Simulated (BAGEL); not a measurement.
# BCl3 (boron trichloride): B3LYP/6-311+G(d,p) (density fitting with cc-pvqz-jkfit)

What is the energy change on altering one bond length of BCl3 (boron trichloride) at B3LYP/6-311+G** (density fitting with cc-pvqz-jkfit)? 

Program for the calculation: BAGEL 1.2.2.

## 1. The system as given

The species is BCl3 (4 atoms), meant as a singlet with charge 0. As SMILES, `ClB(Cl)Cl`. The coordinates come from a PBE0-D4/def2-TZVP relaxation.

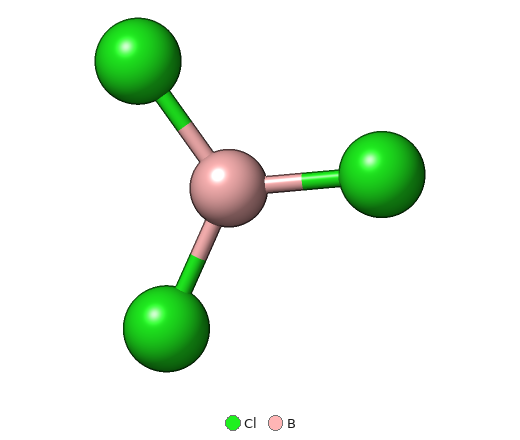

Viewed from a chosen angle; chlorine green, boron pink.

## 2. The energy at B3LYP/6-311+G(d,p) (density fitting with cc-pvqz-jkfit)

Contents of calc.json:

```json
{ "bagel" : [

{
  "title" : "molecule",
  "basis" : "6-311+gss.json",
  "df_basis" : "cc-pvqz-jkfit",
  "angstrom" : true,
  "geometry" : [
    { "atom" : "Cl", "xyz" : [      -0.257920,       0.516440,       1.638340 ] },
    { "atom" : "B", "xyz" : [       0.000000,       0.000000,      -0.000010 ] },
    { "atom" : "Cl", "xyz" : [       0.942010,      -1.423060,      -0.324000 ] },
    { "atom" : "Cl", "xyz" : [      -0.684100,       0.906610,      -1.314320 ] }
  ]
},

{
  "title" : "ks",
  "xc_func" : "b3lyp"
},

{
  "title" : "print",
  "file" : "orbitals.molden",
  "orbitals" : true
}

]}
```

The basis set 6-311+G** is read from a file made from the Basis Set Exchange's data (not shown).

On the command line:

```sh
BAGEL_NUM_THREADS=1 BAGEL calc.json > calc.out
```

Log:

```text
* using 1 threads per process

  ===============================================================
  ===============================================================

  *** Geometry ***

  { "atom" : "Cl", "xyz" : [     -0.487398,      0.975930,      3.096014 ] },
  { "atom" : "B", "xyz" : [      0.000000,      0.000000,     -0.000019 ] },
  { "atom" : "Cl", "xyz" : [      1.780141,     -2.689194,     -0.612271 ] },
  { "atom" : "Cl", "xyz" : [     -1.292762,      1.713245,     -2.483705 ] },

  Number of auxiliary basis functions:      550

  Since a DF basis is specified, we compute 2- and 3-index integrals:
    o Being stored without compression. Storage requirement is 0.055 GB

  Number of basis functions:      112
  Number of electrons      :       56

    * METHOD: MOLECULE                             0.30

  *** Kohn-Sham DFT ***

    * Removing 6797 points whose weight is below 1.00e-10
    * Grid points: 52827

  === Nuclear Repulsion ===
   230.1731617545

       - DIIS with orbital gradients will be used.

  === KS iteration (b3lyp / 6-311+gss.json) ===
      0      -1339.38038744          0.23647937           0.39
      1      -1376.15661114          0.24929968           0.38
      2      -1394.31447779          0.12068017           0.38
      3      -1401.06303779          0.08982504           0.38
      4      -1404.24044042          0.04612533           0.38
      5      -1405.55439658          0.01458026           0.38
      6      -1405.64645675          0.00468340           0.38
      7      -1405.65585601          0.00149296           0.38
      8      -1405.65692028          0.00014899           0.38
      9      -1405.65693000          0.00005864           0.38
     10      -1405.65693221          0.00000365           0.38
     11      -1405.65693222          0.00000073           0.39
     12      -1405.65693222          0.00000013           0.38
     13      -1405.65693222          0.00000003           0.38
     14      -1405.65693222          0.00000002           0.38
     15      -1405.65693222          0.00000000           0.37
    * SCF iteration converged.

    * Permanent dipole moment:
           (    0.000017,    -0.000022,     0.000054) a.u.

    * METHOD: KS                                   6.31

    * METHOD: PRINT                                0.02

  ===============================================================
```

Run time: 6.9 s. Hardware: 1 thread of Arm Neoverse V2, shared host; peak memory 0.34 GiB.

## 3. The distorted shape at the same level

Contents of input.json:

```json
{ "bagel" : [

{
  "title" : "molecule",
  "basis" : "6-311+gss.json",
  "df_basis" : "cc-pvqz-jkfit",
  "angstrom" : true,
  "geometry" : [
    { "atom" : "Cl", "xyz" : [   -0.567430,    1.136180,    3.604396 ] },
    { "atom" : "B", "xyz" : [    0.000000,    0.000000,   -0.000010 ] },
    { "atom" : "Cl", "xyz" : [    0.942010,   -1.423060,   -0.324000 ] },
    { "atom" : "Cl", "xyz" : [   -0.684100,    0.906610,   -1.314320 ] }
  ]
},
{ "title" : "ks", "xc_func" : "b3lyp" },
{ "title" : "print", "file" : "orbitals.molden", "orbitals" : true }

]}
```

The basis set 6-311+G** is read from a file made from the Basis Set Exchange's data (not shown).

On the command line:

```sh
BAGEL_NUM_THREADS=1 BAGEL input.json > input.out
```

Log:

```text
* using 1 threads per process

  ===============================================================
  ===============================================================

  *** Geometry ***

  { "atom" : "Cl", "xyz" : [     -1.072287,      2.147069,      6.811321 ] },
  { "atom" : "B", "xyz" : [      0.000000,      0.000000,     -0.000019 ] },
  { "atom" : "Cl", "xyz" : [      1.780141,     -2.689194,     -0.612271 ] },
  { "atom" : "Cl", "xyz" : [     -1.292762,      1.713245,     -2.483705 ] },

  Number of auxiliary basis functions:      550

  Since a DF basis is specified, we compute 2- and 3-index integrals:
    o Being stored without compression. Storage requirement is 0.055 GB

  Number of basis functions:      112
  Number of electrons      :       56

    * METHOD: MOLECULE                             0.28

  *** Kohn-Sham DFT ***

    * Removing 5353 points whose weight is below 1.00e-10
    * Grid points: 54271

  === Nuclear Repulsion ===
   176.4868823356

       - DIIS with orbital gradients will be used.

  === KS iteration (b3lyp / 6-311+gss.json) ===
      0      -1338.56372987          0.22796933           0.38
      1      -1371.96575651          0.25194648           0.37
      2      -1341.58866390          0.11758295           0.38
      3      -1255.81401768          0.14341427           0.38
      4      -1397.85826660          0.04951112           0.37
      5      -1397.98677365          0.04868798           0.36
      6      -1404.84540720          0.02653636           0.37
      7      -1403.59928284          0.04684173           0.37
      8      -1402.19893947          0.04123571           0.37
      9      -1405.34884659          0.00959936           0.37
     10      -1405.44869934          0.00497390           0.37
     11      -1405.42001742          0.00845254           0.37
     12      -1405.45638354          0.00493325           0.37
     13      -1405.46080553          0.00435153           0.36
     14      -1405.46276940          0.00399983           0.37
     15      -1405.47063027          0.00248310           0.37
     16      -1405.47540749          0.00023386           0.37
     17      -1405.47544398          0.00008083           0.37
     18      -1405.47544957          0.00002281           0.37
     19      -1405.47545078          0.00000785           0.36
     20      -1405.47545107          0.00000918           0.37
     21      -1405.47545112          0.00000561           0.37
     22      -1405.47545127          0.00000384           0.36
     23      -1405.47545129          0.00000038           0.37
     24      -1405.47545129          0.00000032           0.37
     25      -1405.47545129          0.00000010           0.37
     26      -1405.47545129          0.00000001           0.37
    * SCF iteration converged.

    * Permanent dipole moment:
           (   -0.465550,     0.932206,     2.957456) a.u.

    * METHOD: KS                                  10.21

    * METHOD: PRINT                                0.02

  ===============================================================
```

Wall time 11 s (1 thread of Arm Neoverse V2, shared host); peak memory 0.34 GiB.

## 4. Outcome

At B3LYP/6-311+G** (density fitting with cc-pvqz-jkfit):

| quantity | value |
| --- | --- |
| first shape: total energy | -1405.65693 Eh |
| first shape: dipole moment | 0.00 D |
| first shape: HOMO energy | -8.88 eV |
| first shape: LUMO energy | -1.95 eV |
| first shape: HOMO–LUMO gap | 6.94 eV |
| distorted shape: total energy | -1405.47545 Eh |
| distorted shape: dipole moment | 7.97 D |
| distorted shape: HOMO energy | -7.16 eV |
| distorted shape: LUMO energy | -5.79 eV |
| distorted shape: HOMO–LUMO gap | 1.37 eV |
| energy change with the Cl1–B2 bond stretched from 1.737 to 3.822 Å | 4.938 eV |

With the Cl1–B2 bond stretched from 1.737 to 3.822 Å the energy rises by 4.94 eV (114 kcal/mol). The first shape isn't relaxed at this level, so the change isn't measured from a minimum. A restricted reference can't describe the breaking bond well at this length.
